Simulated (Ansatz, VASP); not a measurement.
# Cross-check of Ta2O5 between VASP and Ansatz, part 2 of 2

Wanted: the spread between two codes on one cell, functional and k mesh.  Valence electrons are named where the data sets of a main pair hold unlike numbers.

VASP 6.6.1 and Ansatz 0.2.0.

So far: Set-up; Ansatz: band structure, LDA; VASP: band structure, LDA.

## 3. VASP: band structure, LDA (continued)

Level of this step: LDA; plane waves and PAW (Ta_sv_GW, O_GW) (VASP).

Numbers of over 12 decimals in the logs are rounded to 6 here.

Parts of OUTCAR (step 3):

```text
ion  position               nearest neighbor table
   1  0.648  0.000  0.792-   7 1.91   3 1.93   3 1.93   5 1.98   5 2.00   6 2.20
   2  0.352  0.000  0.208-   7 1.91   4 1.93   4 1.93   6 1.98   6 2.00   5 2.20
   3  0.663  0.500  0.799-   1 1.93   1 1.93
   4  0.337  0.500  0.201-   2 1.93   2 1.93
   5  0.190  0.000  0.872-   1 1.98   1 2.00   2 2.20
   6  0.810  0.000  0.128-   2 1.98   2 2.00   1 2.20
   7  0.500  0.000  0.500-   1 1.91   2 1.91

  LATTYP: Found a simple monoclinic cell.
 ALAT       =     3.8414080139
 B/A-ratio  =     1.0055468557
 C/A-ratio  =     1.7643530617
 COS(beta)  =    -0.2683755528

 Subroutine GETGRP returns: Found  4 space group operations
 (whereof  4 operations were pure point group operations)

The static configuration has the point symmetry C_2h.

 Found     18 irreducible k-points:

   k-points           NKPTS =     18   k-points in BZ     NKDIM =     18   number of bands    NBANDS=     35

   dimension x,y,z NGX =    28 NGY =   28 NGZ =   48
   dimension x,y,z NGXF=    56 NGYF=   56 NGZF=   96

   ENCUT  =  440.0 eV  32.34 Ry    5.69 a.u.   6.57  6.61 11.59*2*pi/ulx,y,z

   NELECT =      56.0000    total number of electrons

 k-points in reciprocal lattice and weights: Automatic mesh
   0.00000000  0.00000000  0.00000000       0.031
   0.25000000  0.00000000  0.00000000       0.062
   0.50000000  0.00000000  0.00000000       0.031
   0.00000000  0.25000000  0.00000000       0.062
   0.25000000  0.25000000  0.00000000       0.125
   0.50000000  0.25000000  0.00000000       0.062
   0.00000000  0.50000000  0.00000000       0.031
   0.25000000  0.50000000  0.00000000       0.062
   0.50000000  0.50000000  0.00000000       0.031
[...]
0.25000000  0.50000000  0.50000000       0.062
   0.50000000  0.50000000  0.50000000       0.031

 average (electrostatic) potential at core
       1 -90.0321       2 -90.0321       3 -71.9429       4 -71.9429       5 -72.8703
       6 -72.8703       7 -72.8289

 E-fermi :   2.7090

 k-point     1 :       0.0000    0.0000    0.0000
  band No.  band energies     occupation
    ...
     24       1.4475      2.00000
     25       1.5869      2.00000
     26       1.7087      2.00000
     27       1.8995      2.00000
     28       1.9202      2.00000
     29       4.6761      0.00000
     30       5.0805      0.00000
     31       5.2337      0.00000
     32       6.7759      0.00000
     33       6.8287      0.00000
    ...

 k-point     2 :       0.2500    0.0000    0.0000
  band No.  band energies     occupation
    ...
     24       1.2299      2.00000
     25       1.3374      2.00000
     26       1.6172      2.00000
     27       1.6178      2.00000
     28       1.8160      2.00000
     29       5.0461      0.00000
     30       5.5365      0.00000
     31       5.8445      0.00000
     32       5.9914      0.00000
     33       7.1488      0.00000
    ...

 k-point     3 :       0.5000    0.0000    0.0000
  band No.  band energies     occupation
    ...
     24       1.0066      2.00000
     25       1.3217      2.00000
     26       1.4152      2.00000
     27       1.5786      2.00000
     28       1.7689      2.00000
     29       4.9426      0.00000
     30       5.5489      0.00000
     31       6.4809      0.00000
     32       7.0894      0.00000
     33       7.3364      0.00000
    ...

  Total       -4.9919709     -5.0772781     -5.3850171      0.0000000      0.0000000     -0.1424564
  in kB      -82.5572981    -83.9681105    -89.0575024      0.0000000      0.0000000     -2.3559463
  external PRESSURE =     -85.1943037 kB  Pullay stress =       0.0000000 kB

  energy-cutoff  :      440.00
  volume of cell :       96.88
      direct lattice vectors                 reciprocal lattice vectors
     3.841408014  0.000000000  0.000000000     0.260321215  0.000000000  0.072524456
     0.000000000  3.862715750  0.000000000     0.000000000  0.258885216  0.000000000
    -1.818942145  0.000000000  6.528959420     0.000000000  0.000000000  0.153163764

 POSITION                                       TOTAL-FORCE (eV/Angst)
 -----------------------------------------------------------------------------------
      1.04910      0.00000      5.17147        -0.031048     -0.000000     -0.060011
      0.97337      0.00000      1.35749         0.031048     -0.000000      0.060011
      1.09285      1.93136      5.21891         0.030092     -0.000000      0.032679
      0.92962      1.93136      1.31005        -0.030092      0.000000     -0.032679
     -0.85675      0.00000      5.69096         0.002007     -0.000000      0.002138
      2.87922      0.00000      0.83800        -0.002007     -0.000000     -0.002138
      1.01123      0.00000      3.26448         0.000000     -0.000000      0.000000
 -----------------------------------------------------------------------------------
    total drift:                               -0.000000     -0.000000      0.000000

  FREE ENERGIE OF THE ION-ELECTRON SYSTEM (eV)
  ---------------------------------------------------
  free  energy   TOTEN  =       -79.2699415831 eV

  energy  without entropy=      -79.2699415831  energy(sigma->0) =      -79.26994158

 total charge
# of ion       s       p       d       f       tot
--------------------------------------------------
    1        3.415   6.105   2.060   0.255  11.835
    2        3.415   6.105   2.060   0.255  11.835
    3        1.542   3.464   0.000   0.000   5.006
    4        1.542   3.464   0.000   0.000   5.006
    5        1.529   3.496   0.000   0.000   5.025
    6        1.529   3.496   0.000   0.000   5.025
    7        1.539   3.474   0.000   0.000   5.014
--------------------------------------------------
tot         14.511  29.605   4.121   0.509  48.745

[... 3 further parts left out ...]
```

The run ends at a pressure of -8.52 GPa, with forces up to 0.068 eV/Å.

## 4. Differences

Known differences besides the potentials themselves: the two LDA forms differ slightly; the cutoff is 420 eV in Ansatz and 440 eV in VASP; VASP's log shows a relativistic correction to its local exchange, Ansatz's none. Total energies have different zeros and are not compared.

The two programs side by side:

| quantity | Ansatz | VASP | difference |
| --- | --- | --- | --- |
| gap over the path points (eV) | 2.108 | 2.090 | +0.018 |

Forces (eV/Å; atoms numbered as in POSCAR):

| atom | Ansatz x, y, z | VASP x, y, z |
| --- | --- | --- |
| Ta1 | -0.039, 0.000, -0.092 | -0.031, 0.000, -0.060 |
| Ta2 | 0.039, 0.000, 0.092 | 0.031, 0.000, 0.060 |
| O3 | 0.025, 0.000, 0.028 | 0.030, 0.000, 0.033 |
| O4 | -0.025, 0.000, -0.028 | -0.030, 0.000, -0.033 |
| O5 | 0.013, 0.000, 0.001 | 0.002, 0.000, 0.002 |
| O6 | -0.013, 0.000, -0.001 | -0.002, 0.000, -0.002 |
| O7 | 0.000, 0.000, 0.000 | 0.000, 0.000, 0.000 |

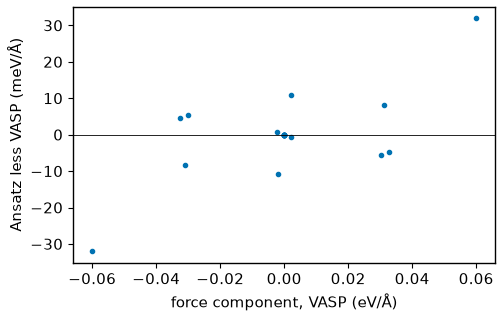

Difference of the force components against their size.

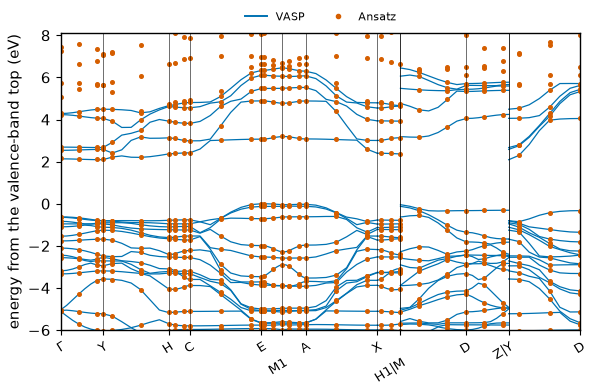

Bands from VASP (lines) and levels from Ansatz (dots). Dots without a line are higher empty bands that the VASP plot leaves out.

Levels at points of the path, from each program's valence-band top (eV; 4 filled, then empty):

| k (reciprocal lattice) | Ansatz | VASP |
| --- | --- | --- |
| 0.000 0.000 0.000 | -0.96 -0.83 -0.64 -0.62 2.15 2.55 2.71 | -0.96 -0.84 -0.65 -0.62 2.13 2.54 2.69 |
| 0.000 0.000 0.214 | -0.96 -0.91 -0.70 -0.66 2.13 2.57 2.69 | -0.96 -0.92 -0.71 -0.67 2.12 2.55 2.68 |
| 0.000 0.000 0.429 | -0.96 -0.92 -0.80 -0.78 2.11 2.59 2.68 | -0.95 -0.93 -0.80 -0.79 2.09 2.58 2.67 |
| 0.000 0.000 0.500 | -0.95 -0.90 -0.81 -0.80 2.11 2.60 2.68 | -0.95 -0.90 -0.81 -0.81 2.09 2.58 2.67 |
| -0.065 0.000 0.531 | -1.00 -0.90 -0.83 -0.80 2.23 2.42 2.93 | -1.00 -0.90 -0.82 -0.81 2.22 2.41 2.92 |
| -0.261 0.000 0.624 | -1.20 -1.00 -0.89 -0.80 2.22 3.18 3.49 | -1.19 -1.00 -0.89 -0.81 2.20 3.17 3.48 |
| -0.457 0.000 0.716 | -1.24 -1.11 -0.95 -0.78 2.38 3.14 3.93 | -1.23 -1.10 -0.95 -0.79 2.37 3.13 3.92 |
| -0.469 0.000 0.655 | -1.25 -1.10 -0.95 -0.77 2.40 3.10 3.88 | -1.24 -1.09 -0.95 -0.78 2.38 3.09 3.87 |
| -0.488 0.000 0.562 | -1.26 -1.08 -0.95 -0.76 2.43 3.02 3.83 | -1.25 -1.08 -0.96 -0.77 2.41 3.01 3.82 |
| -0.500 0.000 0.500 | -1.26 -1.08 -0.95 -0.76 2.43 3.00 3.82 | -1.25 -1.08 -0.95 -0.76 2.42 2.99 3.81 |

The forces differ by 11 meV/Å r.m.s., which is 43.9 % of the r.m.s. force of 0.025 eV/Å (both taken over all components). Among the levels compared at these points, filled levels agree within 9 meV and empty ones within 18 meV. Not compared: the pressure (VASP's GW data sets at this cutoff don't carry it).

## 5. Further runs

Further runs change the set-up of one program: Ansatz's method, potentials or start, or VASP's data sets, cutoff or form of LDA. The table gives Ansatz less VASP for each quantity, since a change that brings one quantity closer may part another.

| run | r.m.s. force difference (meV/Å) | gap over the path points (eV) |
| --- | --- | --- |
| as above | 11 | 0.018 |
| cores kept as stored | 9.5 | 0.017 |
| Ansatz's larger PAW set (cutoff 900 eV) | 13 | 0.024 |
| norm-conserving potentials (cutoff 1143 eV) | 20 | 0.032 |

## 6. What came out

| Property | Result |
| --- | --- |
| largest difference of a filled level at the path points (band structure, LDA) | 9.3 meV |
| r.m.s. force difference (band structure, LDA) | 11 meV/Å |

**Reading.** The r.m.s. force difference is 11 meV/Å (band structure, LDA), within the 12 meV/Å picked in this series as the mark of a large difference. Band structure, LDA, Ansatz's larger PAW set (cutoff 900 eV): the difference in gap over the path points goes from 0.018 to 0.024 eV. Band structure, LDA, norm-conserving potentials (cutoff 1143 eV): r.m.s. force difference goes from 11 to 20 meV/Å; the difference in gap over the path points goes from 0.018 to 0.032 eV. 2 further runs of this series are not shown here. How closely two codes agree says nothing of how well the functional describes the real material.

[Lines on the potential files, build, host, timing and source positions are cut from VASP's logs without a mark.]

[Logs are printed without paths, hosts, clocks, repeated set-up lines and the standing remarks that a program may print on its own settings, such as how far it seeks lower states.]

[Hosts, paths, dates, database ids (printed as entryN), source tags and the programs' standing remarks are cut or masked in the printed files.]
